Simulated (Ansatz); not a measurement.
# The perfect V wire along [111], 24 atoms a period

Aim: is the V wire along [111], 24 atoms a period a metal or a semiconductor?

Program: Ansatz 0.2.0. Level of theory: DFT PBE, plane waves, PAW; relaxation of a wire's period; PAW set soft_1, in the first sound run; inputs show where later runs differ. Results are calculated unless marked as measured.

## 1. The structure

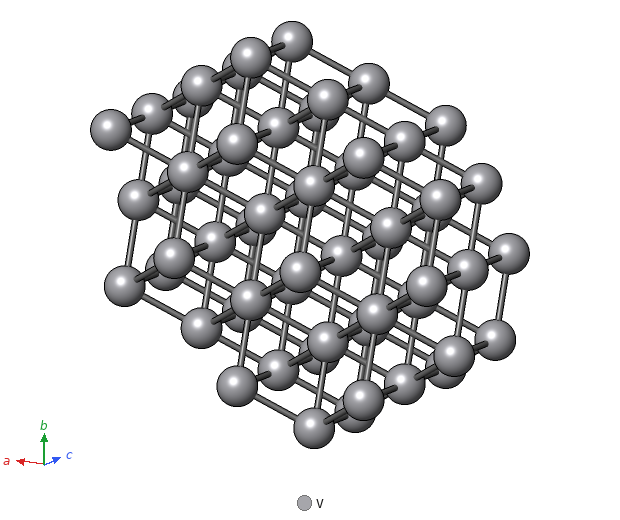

The cell as given, at a slant to the c axis (vanadium grey). 1×1×2 cells are drawn. Some periodic images of atoms are drawn too.

The cell holds 24 atoms: 24 V. Cell: a = 17.371 Å, b = 17.786 Å, c = 2.589 Å, α = 90.0°, β = 90.0°, γ = 90.0°. Vacuum lies along a and b. The structure's axis is c.

## 2. The relaxed wire

Band widths follow the bond lengths, so the wire is relaxed first. The atoms and the third cell vector are free; the box across stays fixed as vacuum. A Fermi-Dirac smearing is set since the result may be a metal. The pressure printed is a third of the stress's trace over the whole box, vacuum included; only the stress along the axis is relaxed.

File input.yaml:

```yaml
crystal:
  lattice:
    - [17.371, 0.0, 0.0]
    - [0.0, 17.786, 0.0]
    - [0.0, 0.0, 2.5894159573]
  atoms:
    - { symbol: V, position: [0.195728513, 0.465683659, 0.0] }
    - { symbol: V, position: [0.317439944, 0.671575212, 0.0] }
    - { symbol: V, position: [0.439151376, 0.465683659, 0.0] }
    - { symbol: V, position: [0.560862807, 0.671575212, 0.0] }
    - { symbol: V, position: [0.195728513, 0.602944694, 0.333333333] }
    - { symbol: V, position: [0.317439944, 0.397053141, 0.333333333] }
    - { symbol: V, position: [0.439151376, 0.191161588, 0.333333333] }
    - { symbol: V, position: [0.439151376, 0.602944694, 0.333333333] }
    - { symbol: V, position: [0.560862807, 0.397053141, 0.333333333] }
    - { symbol: V, position: [0.560862807, 0.808836247, 0.333333333] }
    - { symbol: V, position: [0.682574239, 0.602944694, 0.333333333] }
    - { symbol: V, position: [0.80428567, 0.397053141, 0.333333333] }
    - { symbol: V, position: [0.195728513, 0.328422623, 0.666666667] }
    - { symbol: V, position: [0.317439944, 0.534314176, 0.666666667] }
    - { symbol: V, position: [0.439151376, 0.328422623, 0.666666667] }
    - { symbol: V, position: [0.439151376, 0.74020573, 0.666666667] }
    - { symbol: V, position: [0.560862807, 0.534314176, 0.666666667] }
    - { symbol: V, position: [0.682574239, 0.328422623, 0.666666667] }
    - { symbol: V, position: [0.682574239, 0.74020573, 0.666666667] }
    - { symbol: V, position: [0.80428567, 0.534314176, 0.666666667] }
    - { symbol: V, position: [0.317439944, 0.259792106, 0.0] }
    - { symbol: V, position: [0.560862807, 0.259792106, 0.0] }
    - { symbol: V, position: [0.682574239, 0.465683659, 0.0] }
    - { symbol: V, position: [0.80428567, 0.671575212, 0.0] }
kpoints:
  mp_grid: { grid: [1, 1, 31] }
scf:
  occupations: { method: fermi_dirac, width: 0.05 }
hamiltonian:
  xc: pbe
  pseudopotentials: { kind: paw, azcp: { folder: soft_1 } }
relax:
  cell: { fix: [a, b, alpha, beta, gamma] }
  max_steps: 45
  f_tol: 0.03
```

Run with:

```sh
$ ansatz run input.yaml --threads 4 --pin off --max-ram 16384MiB --backend cpu --events-out ev --progress --plain --runs-dir out
```

Numbers of over 12 decimals in the logs are rounded to 6 here.

The program printed:

```text
Engine: ansatz 0.2.0, aarch64-unknown-linux-gnu
Pseudopotentials: kind: paw
Pseudopotential: V, paw, valence charge 13, recommended cutoff 420 eV (normal), soft_1/V.paw.azcp
Functional definition: PBE
  parameter kappa = 0.804
  parameter beta = 0.066725
  exchange = pbe_x(kappa = kappa, mu = beta*pi^2/3)
  correlation = pbe_c(beta = beta)
Crystal: 24 atoms, lattice volume = 800.028 Å³
Basis set: ecut = 420 eV, 15705 PW (Γ), exchange–correlation on 240×240×36 points (8 copies of the dense FFT grid, shifted against one another)
Bands: 188, of which v1, the nominal top of the filled ones, is band 156 counted from 1 (155 counted from 0)
Symmetry: 2 space group operations
Space group: P-1 (ITA 2), of the structure as read, at distance tolerance 9.3e-5 Å
k-points: 16 of 31
Non-local potential: V, projectors of the file, l = 0: 3, l = 1: 2, l = 2: 3, l = 3: 1
PAW form: soft (Blöchl's): semilocal exchange-correlation on the pseudo side does not see the compensation charge
PAW one-centre angular grid: V, 590 points (default); XC on 64 Gauss nodes
Initial density: superposition of atomic densities (neutral atoms: chi_scale 0, normalization atom)
Initial wavefunctions: pseudopotential atomic-orbital guess
Functional: x = pbe(κ = 0.804, μ = 0.219515), c = pbe(β = 0.066725)
SCF iter   1: F=—  HF=-69916.001556 eV  |F-HF|=—  |Δ(HF+E_count)|=         —  Δρ=8.60e-2  dr2=6.73e2  ethr=3.10e-3  ⟨swp⟩=11.1  Hψ=14845  notcnv=0
preconditioner: auto → LDOS  [metal: Δε(μ)=0.014 eV  Ē_g=3.405 eV  σ=0.050 eV  W_gap=0.07  n_scr=136 (ndim 8)  ℏωp=14.4 eV  f_vac=0.461  D(μ)=25.58/eV (n_scr^D=140)  β→1.0]
SCF iter   2: F=—  HF=-69955.216528 eV  |F-HF|=—  |Δ(HF+E_count)|=    3.92e1  Δρ=1.93e-1  dr2=3.08e3  ethr=3.10e-3  ⟨swp⟩=14.9  Hψ=22218  notcnv=0  defer=47  recentre
SCF iter   3: F=—  HF=-69886.507604 eV  |F-HF|=—  |Δ(HF+E_count)|=    6.87e1  Δρ=4.20e-2  dr2=1.76e2  ethr=3.10e-3  ⟨swp⟩=11.0  Hψ=15051  notcnv=0  defer=14
SCF iter   4: F=—  HF=-69881.271883 eV  |F-HF|=—  |Δ(HF+E_count)|=    5.24e0  Δρ=1.67e-2  dr2=1.08e1  ethr=3.10e-3  ⟨swp⟩=7.4  Hψ=7125  notcnv=0  defer=62
SCF iter   5: F=—  HF=-69880.659325 eV  |F-HF|=—  |Δ(HF+E_count)|=   6.13e-1  Δρ=4.53e-3  dr2=2.32e-1  ethr=3.10e-3  ⟨swp⟩=3.1  Hψ=4561  notcnv=0  defer=47
SCF iter   6: F=—  HF=-69880.641031 eV  |F-HF|=—  |Δ(HF+E_count)|=   1.83e-2  Δρ=2.14e-3  dr2=9.30e-2  ethr=7.43e-5  ⟨swp⟩=6.7  Hψ=6386  notcnv=0  defer=46
SCF iter   7: F=—  HF=-69880.641102 eV  |F-HF|=—  |Δ(HF+E_count)|=   7.04e-5  Δρ=1.66e-3  dr2=2.26e-1  ethr=2.98e-5  ⟨swp⟩=3.1  Hψ=4650  notcnv=0  defer=43  recentre
SCF iter   8: F=—  HF=-69880.638339 eV  |F-HF|=—  |Δ(HF+E_count)|=   2.76e-3  Δρ=8.84e-4  dr2=4.10e-2  ethr=2.98e-5  ⟨swp⟩=1.8  Hψ=3121  notcnv=0  defer=40
SCF iter   9: F=—  HF=-69880.638036 eV  |F-HF|=—  |Δ(HF+E_count)|=   3.03e-4  Δρ=2.49e-4  dr2=3.33e-3  ethr=1.31e-5  ⟨swp⟩=1.9  Hψ=3149  notcnv=0  defer=41
SCF iter  10: F=—  HF=-69880.637940 eV  |F-HF|=—  |Δ(HF+E_count)|=   9.60e-5  Δρ=1.15e-4  dr2=3.56e-4  ethr=1.07e-6  ⟨swp⟩=2.1  Hψ=3953  notcnv=0  defer=39
SCF iter  11: F=—  HF=-69880.637945 eV  |F-HF|=—  |Δ(HF+E_count)|=   4.96e-6  Δρ=5.86e-5  dr2=1.42e-4  ethr=1.14e-7  ⟨swp⟩=2.2  Hψ=3867  notcnv=0  defer=38
SCF iter  12: F=—  HF=-69880.637949 eV  |F-HF|=—  |Δ(HF+E_count)|=   4.13e-6  Δρ=2.26e-5  dr2=3.50e-5  ethr=4.55e-8  ⟨swp⟩=1.8  Hψ=3164  notcnv=0  defer=37
SCF iter  13: F=—  HF=-69880.638495 eV  |F-HF|=—  |Δ(HF+E_count)|=   5.46e-4  Δρ=1.19e-5  dr2=5.00e-6  ethr=1.12e-8  ⟨swp⟩=2.0  Hψ=3773  notcnv=0  defer=36
SCF iter  14: F=—  HF=-69880.638495 eV  |F-HF|=—  |Δ(HF+E_count)|=   2.79e-8  Δρ=1.92e-6  dr2=1.04e-7  ethr=1.60e-9  ⟨swp⟩=2.0  Hψ=3843  notcnv=0  defer=36
SCF iter  15: F=-69880.638495 eV  HF=-69880.638495 eV  |F-HF|=9.50e-9  |Δ(HF+E_count)|=   1.28e-8  Δρ=1.10e-6  dr2=1.49e-8  ethr=3.21e-11  ⟨swp⟩=4.9  Hψ=8831  notcnv=0
SCF 1 converged in 15 iterations: F = -69880.638495 eV  dr2 = 1.49e-8
  greatest PAW one-centre occupation: 1.000 electrons in one spin orbital (limit 2), on the V atom at site 16 (counted from 0), in its partial waves of l = 0
relax step   1: F+E_penalty+E_count = -69880.63849506 eV  Δ(F+E_penalty+E_count) = +0.000e0 eV  max|allowed force component| = 1.210e0 eV/Å  Δτ_max = 0.0000 Å  P = -4.029 GPa  Ω = 800.028 Å³  fix = [a, b, alpha, beta, gamma]  reactions: a -3.776, b -3.675 GPa; alpha -0.080, beta -0.145, gamma +0.039 GPa/rad  (15 SCF iters, dr2 threshold 1.00e-7 eV, accepted)
Crystal: 24 atoms, lattice volume = 781.098 Å³
Basis set: ecut = 420 eV, 15325 PW (Γ), exchange–correlation on 240×240×36 points (8 copies of the dense FFT grid, shifted against one another)
Initial density: handed on by an earlier stage of this run
Initial wavefunctions: those handed on with the density
SCF iter   1: F=—  HF=-69882.548322 eV  |F-HF|=—  |Δ(HF+E_count)|=         —  Δρ=2.19e-2  dr2=2.20e1  ethr=3.10e-3  ⟨swp⟩=12.8  Hψ=15442  notcnv=0  defer=3
preconditioner: auto → LDOS  [metal: Δε(μ)=0.002 eV  Ē_g=2.768 eV  σ=0.050 eV  W_gap=0.01  n_scr=136 (ndim 8)  ℏωp=14.6 eV  f_vac=0.505  D(μ)=33.33/eV (n_scr^D=258)  β→1.0]
SCF iter   2: F=—  HF=-69882.341120 eV  |F-HF|=—  |Δ(HF+E_count)|=   2.07e-1  Δρ=1.31e-2  dr2=8.65e0  ethr=3.10e-3  ⟨swp⟩=3.5  Hψ=5076  notcnv=0  defer=87
SCF iter   3: F=—  HF=-69881.674977 eV  |F-HF|=—  |Δ(HF+E_count)|=   6.66e-1  Δρ=1.93e-3  dr2=3.60e-2  ethr=2.77e-3  ⟨swp⟩=2.0  Hψ=4270  notcnv=0  defer=87
SCF iter   4: F=—  HF=-69881.684021 eV  |F-HF|=—  |Δ(HF+E_count)|=   9.04e-3  Δρ=9.54e-4  dr2=1.27e-2  ethr=1.15e-5  ⟨swp⟩=3.9  Hψ=7291  notcnv=0  defer=84
SCF iter   5: F=—  HF=-69881.685407 eV  |F-HF|=—  |Δ(HF+E_count)|=   1.39e-3  Δρ=2.96e-4  dr2=2.41e-3  ethr=4.07e-6  ⟨swp⟩=2.0  Hψ=3894  notcnv=0  defer=84
SCF iter   6: F=—  HF=-69881.686048 eV  |F-HF|=—  |Δ(HF+E_count)|=   6.41e-4  Δρ=1.54e-4  dr2=4.37e-4  ethr=7.73e-7  ⟨swp⟩=2.0  Hψ=3769  notcnv=0  defer=84
SCF iter   7: F=—  HF=-69881.686166 eV  |F-HF|=—  |Δ(HF+E_count)|=   1.18e-4  Δρ=7.69e-5  dr2=8.51e-5  ethr=1.40e-7  ⟨swp⟩=2.0  Hψ=3968  notcnv=0  defer=84
SCF iter   8: F=—  HF=-69881.686178 eV  |F-HF|=—  |Δ(HF+E_count)|=   1.21e-5  Δρ=3.68e-5  dr2=2.77e-5  ethr=2.73e-8  ⟨swp⟩=2.0  Hψ=3886  notcnv=0  defer=84
SCF iter   9: F=—  HF=-69881.686179 eV  |F-HF|=—  |Δ(HF+E_count)|=   5.02e-7  Δρ=1.15e-5  dr2=3.24e-6  ethr=8.89e-9  ⟨swp⟩=2.0  Hψ=3745  notcnv=0  defer=84
SCF iter  10: F=-69881.686179 eV  HF=-69881.686179 eV  |F-HF|=6.80e-8  |Δ(HF+E_count)|=   1.99e-8  Δρ=3.75e-6  dr2=1.85e-7  ethr=7.69e-10  ⟨swp⟩=4.2  Hψ=8304  notcnv=0
SCF 2 converged in 10 iterations: F = -69881.686179 eV  dr2 = 1.85e-7
[...]
relax step   5: F+E_penalty+E_count = -69881.74937050 eV  Δ(F+E_penalty+E_count) = -3.664e-3 eV  max|allowed force component| = 2.639e-2 eV/Å  Δτ_max = 0.0169 Å  P = -0.039 GPa  Ω = 777.001 Å³  energy of the carried Pulay correction = +9.340e-3 eV  fix = [a, b, alpha, beta, gamma]  reactions: a -0.067, b -0.005 GPa; alpha +0.018, beta +0.028, gamma -0.011 GPa/rad  (8 SCF iters, dr2 threshold 2.44e-7 eV, accepted)
Initial wavefunctions: pseudopotential atomic-orbital guess (no wavefunctions were taken with the density)
iter 1 solved again at ethr=1.95e-6 eV; its pass at ethr=3.10e-3 eV (dr2=6.07e-3 eV) is discarded
SCF iter   1: F=—  HF=-69881.739399 eV  |F-HF|=—  |Δ(HF+E_count)|=         —  Δρ=5.11e-5  dr2=3.46e-6  ethr=1.95e-6  ⟨swp⟩=4.4  Hψ=21865  notcnv=0
eigensolver tolerance schedule: the retry pair's looser diagonalisation over-reported the residual by 1751.28 of it (diagonalisation noise at an unbounded share of the residual, at the tolerance the schedule requests for it); recorded, not acted on — ethr = c·dr2/N_el stays at c = 1.0e-1
preconditioner: auto → LDOS  [metal: Δε(μ)=0.005 eV  Ē_g=2.704 eV  σ=0.050 eV  W_gap=0.03  n_scr=136 (ndim 8)  ℏωp=14.6 eV  f_vac=0.499  D(μ)=38.24/eV (n_scr^D=358)  β→1.0]
SCF iter   2: F=—  HF=-69881.739564 eV  |F-HF|=—  |Δ(HF+E_count)|=   1.65e-4  Δρ=4.89e-5  dr2=2.51e-5  ethr=1.11e-9  ⟨swp⟩=3.9  Hψ=7619  notcnv=0
SCF iter   3: F=—  HF=-69881.739560 eV  |F-HF|=—  |Δ(HF+E_count)|=   4.15e-6  Δρ=1.64e-5  dr2=2.85e-6  ethr=1.11e-9  ⟨swp⟩=2.5  Hψ=5707  notcnv=0
SCF iter   4: F=—  HF=-69881.739560 eV  |F-HF|=—  |Δ(HF+E_count)|=   2.88e-7  Δρ=6.34e-6  dr2=3.05e-7  ethr=9.13e-10  ⟨swp⟩=3.1  Hψ=6397  notcnv=0
SCF iter   5: F=—  HF=-69881.739560 eV  |F-HF|=—  |Δ(HF+E_count)|=   4.78e-8  Δρ=2.32e-6  dr2=5.03e-8  ethr=9.78e-11  ⟨swp⟩=2.3  Hψ=4435  notcnv=0
SCF iter   6: F=—  HF=-69881.739560 eV  |F-HF|=—  |Δ(HF+E_count)|=   6.78e-9  Δρ=6.16e-7  dr2=5.36e-9  ethr=1.61e-11  ⟨swp⟩=2.5  Hψ=5136  notcnv=0
SCF iter   7: F=—  HF=-69881.739560 eV  |F-HF|=—  |Δ(HF+E_count)|=   2.11e-9  Δρ=3.45e-7  dr2=1.66e-9  ethr=1.72e-12  ⟨swp⟩=2.1  Hψ=4048  notcnv=0
SCF iter   8: F=-69881.739560 eV  HF=-69881.739560 eV  |F-HF|=2.33e-10  |Δ(HF+E_count)|=  1.60e-10  Δρ=9.62e-8  dr2=1.12e-10  ethr=1.00e-12  ⟨swp⟩=3.6  Hψ=10784  notcnv=0
SCF 6 converged in 8 iterations: F = -69881.739560 eV  dr2 = 1.12e-10
relax step   6: F+E_penalty+E_count = -69881.73955963 eV  Δ(F+E_penalty+E_count) = +9.811e-3 eV  max|allowed force component| = 2.637e-2 eV/Å  Δτ_max = 0.0000 Å  P = -0.030 GPa  Ω = 777.001 Å³  fix = [a, b, alpha, beta, gamma]  reactions: a -0.055, b +0.005 GPa; alpha +0.017, beta +0.028, gamma -0.011 GPa/rad  stress off target by 4.04e-2 GPa on what of the cell is left free  SCF on the basis re-selected at this cell (its energy is not comparable with the rows above)  (8 SCF iters)
basis re-selected at this cell: Δ(F+E_penalty+E_count) = +9.811e-3 eV, ΔP = +0.009 GPa vs the last step (what re-selecting the basis moved, of the pressure what is left beyond the Pulay correction that the steps carried, after the strain that the cell walked since its last selection, with what the two solves' SCF thresholds leave and, on support functions, any second-order correction that the steps lacked; it is no m [...]
SCF converged after 8 iterations
Free energy (F): -69881.739560 eV
Harris-Foulkes:  -69881.739560 eV  (|F-HF|=2.33e-10)
Internal energy: -69881.425216 eV  (E = F + TS)
E sigma→0 (E₀):  -69881.582388 eV
Entropy (-TS):   -0.314344 eV (-13.098 meV/atom)
Fermi energy:    4.660862 eV
--- Per-component energies (eV) ---
  E_band       = -7193.506314
  E_kinetic    = 7099.034994
  E_local      = -226116.348195  (includes V_loc(G=0)·N_el)
  E_nonlocal   = 1992.678620
  E_hartree    = 109211.384709
  E_xc         = -2749.387565
  E_vxc        = -3477.090276  (∫ρ·V_xc dr)
  E_paw        = -27024.425420  (= ΣΔE_a)
  E_vpaw       = -5114.575109  (= ΣTr[D̂ρ^β])
  E_aug_tail   = 0.024839  (compensation charges beyond the density's cutoff)
  E_ewald      = 67705.612801
  E_smearing   = -0.314344  (= −TS)
  E_closure    = 0.000000  (closes the sum)
  Σ components = -69881.739560   (vs F -69881.739560, Δ=0.00e0)
--- Forces (eV/Å), atoms counted from 1 ---
  atom   1  V      0.00132346    -0.00207082     0.00092613
  atom   2  V      0.00034621    -0.00502049    -0.00186066
  atom   3  V      0.01314021     0.00679706     0.00235782
  atom   4  V      0.00733483     0.02565135     0.00350584
  atom   5  V      0.00040959    -0.00328870     0.00642140
  atom   6  V     -0.00772662    -0.00248649     0.01425240
  atom   7  V     -0.00442067     0.00228067     0.00705297
  atom   8  V     -0.00370581     0.00696662     0.00003326
  atom   9  V      0.00370581    -0.00696662    -0.00003326
  atom  10  V      0.00442067    -0.00228067    -0.00705297
  atom  11  V      0.00772662     0.00248649    -0.01425240
  atom  12  V     -0.00040959     0.00328870    -0.00642140
  atom  13  V      0.00618912     0.00078752    -0.00106584
  atom  14  V     -0.02637435     0.00598452    -0.00293480
  atom  15  V     -0.00733483    -0.02565135    -0.00350584
  atom  16  V      0.00288228    -0.00344116     0.00158206
  atom  17  V     -0.01314021    -0.00679706    -0.00235782
  atom  18  V     -0.00034621     0.00502049     0.00186066
  atom  19  V      0.00205058    -0.00191648    -0.00048260
  atom  20  V     -0.00132346     0.00207082    -0.00092613
  atom  21  V     -0.00205058     0.00191648     0.00048260
  atom  22  V     -0.00288228     0.00344116    -0.00158206
  atom  23  V      0.02637435    -0.00598452     0.00293480
  atom  24  V     -0.00618912    -0.00078752     0.00106584
  max |Σ_I F_I| component: 4.34e-18 eV/Å
--- Stress (GPa, compression-positive) ---
       -0.054840       0.011234      -0.027983
        0.011234       0.005162      -0.017488
       -0.027983      -0.017488      -0.040381
  P = ⅓ Tr σ = -0.0300 GPa (-0.300 kbar)
--- Relaxed structure (5 steps of the walk, 5 accepted, 1 SCFs on fresh bases) ---
  F+E_penalty+E_count = -69881.73955963 eV   max|allowed force component| = 2.637e-2 eV/Å   (the final SCF, on the basis selected at the relaxed cell)
  cell:  # Å, volume = 777.0012 Å³
    - [17.371, 0, 0]
    - [0, 17.786, 0]
    - [0, 0, 2.514888]
  atoms:
    - { symbol: V, position: [0.197390, 0.465623, -0.00745074] }
    - { symbol: V, position: [0.316958, 0.669370, -0.032639] }
    - { symbol: V, position: [0.439692, 0.466032, -0.00704053] }
    - { symbol: V, position: [0.559836, 0.670946, 0.022880] }
    - { symbol: V, position: [0.202076, 0.596573, 0.277258] }
    - { symbol: V, position: [0.319341, 0.398211, 0.336176] }
    - { symbol: V, position: [0.436894, 0.199902, 0.277750] }
    - { symbol: V, position: [0.438024, 0.604776, 0.333215] }
    - { symbol: V, position: [0.561976, 0.395224, 0.333451] }
    - { symbol: V, position: [0.563106, 0.800098, 0.388916] }
    - { symbol: V, position: [0.680659, 0.601789, 0.330491] }
    - { symbol: V, position: [0.797924, 0.403427, 0.389408] }
    - { symbol: V, position: [0.204344, 0.333465, 0.708209] }
    - { symbol: V, position: [0.318348, 0.534941, 0.643247] }
    - { symbol: V, position: [0.440164, 0.329054, 0.643786] }
    - { symbol: V, position: [0.441332, 0.739405, 0.698729] }
    - { symbol: V, position: [0.560308, 0.533968, 0.673707] }
    - { symbol: V, position: [0.683042, 0.330630, 0.699306] }
    - { symbol: V, position: [0.681624, 0.738501, 0.673856] }
    - { symbol: V, position: [0.802610, 0.534377, 0.674117] }
    - { symbol: V, position: [0.318376, 0.261499, -0.00718897] }
    - { symbol: V, position: [0.558668, 0.260595, -0.032062] }
    - { symbol: V, position: [0.681652, 0.465059, 0.023420] }
    - { symbol: V, position: [0.795656, 0.666535, -0.041542] }
```

Run time: 15 min. Hardware: 4 threads of Arm Neoverse N1, shared host; peak memory 4.2 GiB.

This run has no spin polarisation, although V can carry a moment.

[end of part 1 of 2]

[Logs are printed without paths, hosts, clocks, repeated set-up lines and the standing remarks that a program may print on its own settings, such as how far it seeks lower states.]

[Hosts, paths, dates, database ids (printed as entryN), source tags and the programs' standing remarks are cut or masked in the printed files.]
